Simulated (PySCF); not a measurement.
# C$_{2}$H$_{6}$OSi$_{2}$: geometry relaxation

The run: geometry relaxation of C$_{2}$H$_{6}$OSi$_{2}$. Method and program: PBE0-D3(BJ)/def2-SVP geometry optimisation, gas phase (PySCF 2.14.0).

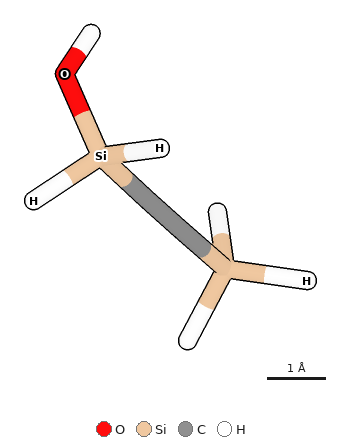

*The input geometry (stick view, seen at an oblique angle).*

Summary

```json
{"quantity": "outcome", "value": "converged"}
{"quantity": "total energy", "value": "−733.293006 hartree"}
{"quantity": "dipole moment", "value": "1.44 D"}
{"quantity": "point group", "value": "C1"}
{"quantity": "hardware", "value": "1 CPU thread, shared host"}
{"quantity": "wall time", "value": "26 s"}
{"quantity": "peak memory", "value": "0.43 GiB"}
```

The input
```
{"job": {"xc": "PBE0", "basis": "def2-SVP", "d3": "d3bj", "grid": 1, "shake": 0.01, "kind": "geom"}, "charge": 0, "multiplicity": 1}
O     -2.866740     0.716030     0.643170
Si    -2.136250    -0.027640    -0.585500
C     -0.317190    -0.058300    -0.305320
C      0.929500    -0.079820    -0.095230
Si     2.713640    -0.118340     0.216140
H     -2.755250     0.506580     1.548480
H     -2.470950     0.810950    -1.722290
H     -2.559940    -1.412540    -0.685450
H      2.961610     0.533110     1.542450
H      3.156920    -1.511150     0.268710
H      3.382760     0.615300    -0.840810
```

The first line tells a small driver script what to run in PySCF; the rest is the geometry in Å.

Launched with:
```bash
OMP_NUM_THREADS=1 python <driver script> task.json out
```

What the program printed
```
step   0  E = -733.28479724  max force = 0.079121
step   1  E = -733.28937349  max force = 0.013700
step   2  E = -733.29066736  max force = 0.010221
step   3  E = -733.29257761  max force = 0.007326
step   4  E = -733.29284970  max force = 0.003495
step   5  E = -733.29299516  max force = 0.001220
step   6  E = -733.29300388  max force = 0.000918
step   7  E = -733.29300625  max force = 0.000157
optimisation converged
```

Trajectory as extended XYZ (Å, eV, eV/Å), 8 frames, from step=0 to step=7
```
11
Properties=species:S:1:pos:R:3:forces:R:3 step=0 energy=-19953.69568
O    -2.8667    0.7160    0.6432   -1.0373   1.1733  -0.0172
Si   -2.1362   -0.0276   -0.5855    0.9453  -0.1271  -0.1152
C    -0.3172   -0.0583   -0.3053    3.6029  -0.0737   0.4326
C     0.9295   -0.0798   -0.0952   -4.0686   0.0390  -0.6786
Si    2.7136   -0.1183    0.2161   -0.1895   0.1916   0.7975
H    -2.7553    0.5066    1.5485    0.2462  -0.4146   1.2529
H    -2.4710    0.8109   -1.7223   -0.0555   0.1511  -0.7098
H    -2.5599   -1.4125   -0.6855   -0.2300  -0.7658  -0.2844
H     2.9616    0.5331    1.5425    0.0708  -0.0291  -0.0940
H     3.1569   -1.5111    0.2687    0.2490  -0.5169  -0.0157
H     3.3828    0.6153   -0.8408    0.4668   0.3723  -0.5679
11
Properties=species:S:1:pos:R:3:forces:R:3 step=1 energy=-19953.82021
O    -2.8250    0.7508    0.5629   -0.1305   0.1230  -0.0647
Si   -2.0955   -0.0130   -0.7163    0.0726   0.0790   0.1892
C    -0.2690   -0.0449   -0.4716   -0.0405  -0.0697   0.6850
C     0.8399   -0.0941    0.0571   -0.0166   0.0584  -0.7045
Si    2.6420   -0.1186    0.3904    0.0222   0.0234   0.2208
H    -2.6658    0.4995    1.4767    0.1194  -0.1232  -0.1321
H    -2.4319    0.7945   -1.9082   -0.0542  -0.0097  -0.0994
H    -2.5379   -1.4284   -0.8487   -0.0312  -0.0438  -0.0664
H     2.9264    0.5355    1.6996    0.0059   0.0183   0.0157
H     3.1157   -1.5284    0.4410    0.0346  -0.0569  -0.0177
H     3.3390    0.6213   -0.6984    0.0184   0.0012  -0.0260
11
Properties=species:S:1:pos:R:3:forces:R:3 step=2 energy=-19953.85541
O    -2.8486    0.7565    0.5567   -0.1261   0.1326  -0.0151
Si   -2.1024   -0.0084   -0.7081    0.0996  -0.0007  -0.0694
C    -0.2765   -0.0435   -0.4447   -0.1825  -0.0439   0.5256
C     0.8489   -0.0901    0.0428    0.1602   0.0427  -0.5127
Si    2.6526   -0.1164    0.3926   -0.0206  -0.0085   0.1415
H    -2.6727    0.4793    1.4585    0.0809  -0.0875   0.0033
H    -2.4345    0.7892   -1.9136   -0.0006  -0.0321  -0.0254
H    -2.5476   -1.4251   -0.8513   -0.0018  -0.0046  -0.0322
H     2.9305    0.5438    1.7016   -0.0137   0.0018  -0.0061
H     3.1292   -1.5289    0.4460   -0.0002   0.0051  -0.0073
H     3.3590    0.6177   -0.6961    0.0048  -0.0051  -0.0020
11
Properties=species:S:1:pos:R:3:forces:R:3 step=3 energy=-19953.90739
O    -2.9101    0.7654    0.5439   -0.0169  -0.0040   0.1055
Si   -2.1111   -0.0019   -0.6872    0.0461  -0.1172  -0.3767
C    -0.2998   -0.0409   -0.3552   -0.1596   0.0127   0.1434
C     0.8738   -0.0760   -0.0082    0.2071   0.0058  -0.0929
Si    2.6697   -0.1054    0.3907   -0.0367  -0.0241  -0.0505
H    -2.6958    0.4248    1.4170   -0.0590   0.0594   0.1261
H    -2.4003    0.7657   -1.9273    0.0473   0.0064   0.0579
H    -2.5508   -1.4204   -0.8602    0.0128   0.0295   0.0411
H     2.9070    0.5697    1.6991   -0.0157  -0.0048   0.0038
H     3.1450   -1.5196    0.4590   -0.0245   0.0359   0.0179
H     3.4105    0.6130   -0.6872   -0.0011   0.0003   0.0244
11
Properties=species:S:1:pos:R:3:forces:R:3 step=4 energy=-19953.91480
O    -2.9266    0.7583    0.5397    0.0363  -0.0596   0.0484
Si   -2.1094   -0.0080   -0.6860    0.0003  -0.0556  -0.1797
C    -0.3027   -0.0420   -0.3327   -0.0649   0.0081   0.0713
C     0.8814   -0.0721   -0.0209    0.0914   0.0038  -0.0473
Si    2.6740   -0.1005    0.3850   -0.0209  -0.0095  -0.0350
H    -2.7251    0.4247    1.4198   -0.0567   0.0623   0.0417
H    -2.3779    0.7616   -1.9281    0.0272   0.0166   0.0429
H    -2.5456   -1.4261   -0.8626    0.0084   0.0174   0.0288
H     2.8973    0.5746    1.6961   -0.0066  -0.0048  -0.0002
H     3.1468   -1.5142    0.4590   -0.0132   0.0192   0.0135
H     3.4256    0.6180   -0.6848   -0.0012   0.0021   0.0155
11
Properties=species:S:1:pos:R:3:forces:R:3 step=5 energy=-19953.91876
O    -2.9470    0.7430    0.5304    0.0514  -0.0628  -0.0317
Si   -2.1049   -0.0206   -0.6846   -0.0404   0.0305   0.0565
C    -0.3033   -0.0444   -0.3080    0.0019  -0.0062  -0.0019
C     0.8900   -0.0670   -0.0315   -0.0039   0.0032  -0.0051
Si    2.6797   -0.0925    0.3766    0.0012   0.0037   0.0006
H    -2.7745    0.4312    1.4246   -0.0196   0.0219  -0.0214
H    -2.3485    0.7592   -1.9227   -0.0008   0.0122   0.0001
H    -2.5350   -1.4384   -0.8643    0.0042  -0.0042   0.0012
H     2.8905    0.5798    1.6912    0.0036   0.0013   0.0008
H     3.1506   -1.5051    0.4564    0.0027  -0.0026   0.0020
H     3.4404    0.6291   -0.6835   -0.0002   0.0028  -0.0010
11
Properties=species:S:1:pos:R:3:forces:R:3 step=6 energy=-19953.91899
O    -2.9527    0.7366    0.5272    0.0291  -0.0334  -0.0265
Si   -2.1041   -0.0246   -0.6832   -0.0260   0.0279   0.0472
C    -0.3029   -0.0451   -0.3037    0.0150  -0.0058  -0.0018
C     0.8913   -0.0655   -0.0307   -0.0165   0.0030  -0.0021
Si    2.6816   -0.0891    0.3752    0.0015   0.0027   0.0040
H    -2.7887    0.4313    1.4246   -0.0077   0.0053  -0.0105
H    -2.3444    0.7584   -1.9202   -0.0025   0.0027  -0.0033
H    -2.5302   -1.4432   -0.8644    0.0027  -0.0046  -0.0036
H     2.8936    0.5827    1.6899    0.0020   0.0020  -0.0004
H     3.1539   -1.5013    0.4550    0.0028  -0.0014  -0.0006
H     3.4407    0.6339   -0.6851   -0.0002   0.0017  -0.0024
11
Properties=species:S:1:pos:R:3:forces:R:3 step=7 energy=-19953.91906
O    -2.9590    0.7276    0.5244    0.0001   0.0019  -0.0041
Si   -2.1034   -0.0293   -0.6811   -0.0008   0.0063   0.0081
C    -0.3025   -0.0455   -0.2991   -0.0008  -0.0011  -0.0025
C     0.8921   -0.0630   -0.0282    0.0006   0.0015   0.0050
Si    2.6835   -0.0832    0.3740    0.0007   0.0008   0.0015
H    -2.8032    0.4267    1.4243    0.0009  -0.0075   0.0026
H    -2.3420    0.7553   -1.9177   -0.0021  -0.0042  -0.0018
H    -2.5232   -1.4496   -0.8649    0.0007  -0.0022  -0.0048
H     2.8984    0.5891    1.6881   -0.0002   0.0023  -0.0009
H     3.1587   -1.4947    0.4532    0.0013   0.0015  -0.0016
H     3.4386    0.6409   -0.6884   -0.0002   0.0006  -0.0015
```

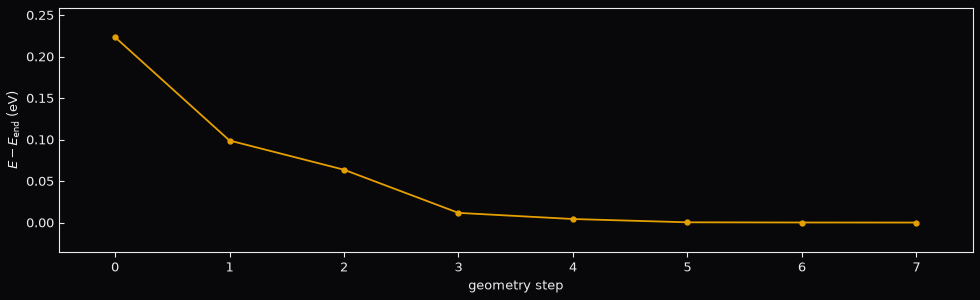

*Progress of the relaxation, step by step (steps are counted from 0).*

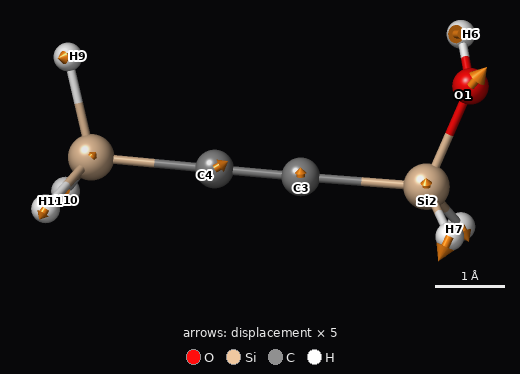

*The starting structure with the displacements as orange arrows, magnified 5 times (ball-and-stick view, seen on its broad side). The two geometries are laid on each other by the best rigid fit.*

The energy falls by 0.223 eV in 7 geometry steps. The largest force component goes from 4.1 to 0.0081 eV/Å. The atom that moves furthest after the best rigid fit is H7 (0.080 Å). Largest moves by element: H 0.080 Å, O 0.078 Å, C 0.046 Å, Si 0.029 Å. Distances before and after: O1–Si2 1.611 → 1.661 Å, Si2–H8 1.452 → 1.492 Å, C3–C4 1.264 → 1.225 Å, Si2–H7 1.452 → 1.484 Å. Among the angles that change: Si2–O1–H6 125.5° → 116.9°, H7–Si2–H8 115.5° → 110.8°, O1–Si2–H7 103.1° → 106.3°. (Atoms are counted from 1 in the order of the input.)
